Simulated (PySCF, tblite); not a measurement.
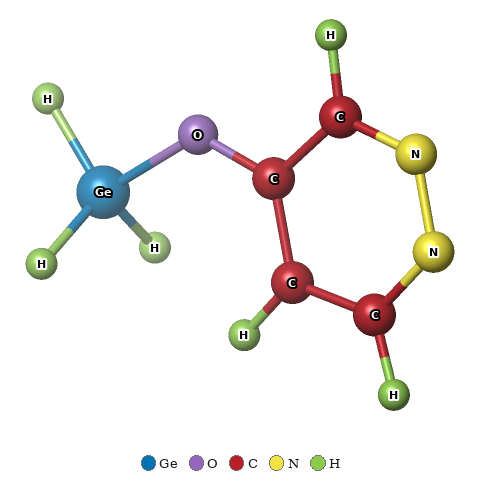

Structure of C₄H₆GeN₂O, SMILES [GeH3][O]c1ccnnc1, singlet.

Vertical TDDFT excitations, CAM-B3LYP/def2-SVPD, PySCF, at a GFN2-xTB geometry (a minimum by its frequencies), gas phase.

> Predict the low-lying singlet excitations and the spectrum.

The lowest singlet lies at 3.87 eV (321 nm, f = 0.003); the brightest of the first 8 is S5 at 6.21 eV (200 nm), f = 0.115, mainly HOMO−1 → LUMO+2 (69 %) (S4 lies within 0.06 eV, too close to order). No singlet lies below 3.1 eV (beyond 400 nm), so at this level no vertical transition falls in the visible.


```tsv
state	E (eV)	λ (nm)	f	main character
S1	3.87	321	0.003	HOMO → LUMO (98 %)
S2	4.33	287	0.001	HOMO → LUMO+2 (97 %)
S3	5.55	223	0.037	HOMO−1 → LUMO (76 %)
S4	6.17	201	0.001	HOMO−3 → LUMO (96 %)
S5	6.21	200	0.115	HOMO−1 → LUMO+2 (69 %)
S6	6.44	193	0.016	HOMO → LUMO+3 (45 %)
S7	6.47	192	0.001	HOMO−1 → LUMO+1 (75 %)
S8	6.60	188	0.004	HOMO−3 → LUMO+2 (94 %)
```

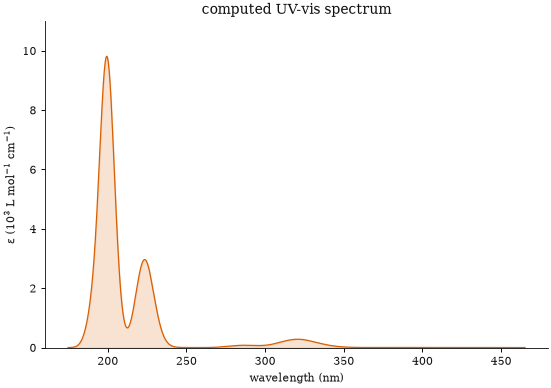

Only the first 8 singlet excitations are included; each is broadened by a Gaussian of 1/e half-width 0.20 eV.

Caveats: the tight-binding geometry is rougher than a DFT one and adds to the error; one conformer of a flexible molecule; core orbitals are frozen in the response.
